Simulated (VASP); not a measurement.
Band structure of Se (trig). These are PW91 GGA, VASP's PBE PAW potentials (set 64) (plane waves; VASP) values and carry that method's errors.

Without a dispersion term in the relaxation, distances and binding between the weakly bound layers, chains or molecules are unreliable, and so is what depends on them.

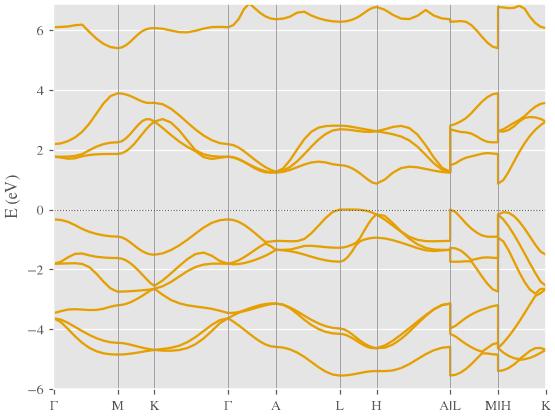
*Bands along high-symmetry lines, zero at the valence-band maximum or, without a gap, the Fermi level*

Q: Read the plot: is there a gap, and where are the band edges?

A: The gap is indirect, 0.86 eV, from the valence maximum at L-H at 0.33 to the conduction minimum at H. (Edges off the drawn lines would not show.)

The compound is Se in the trig structure. It was relaxed first.
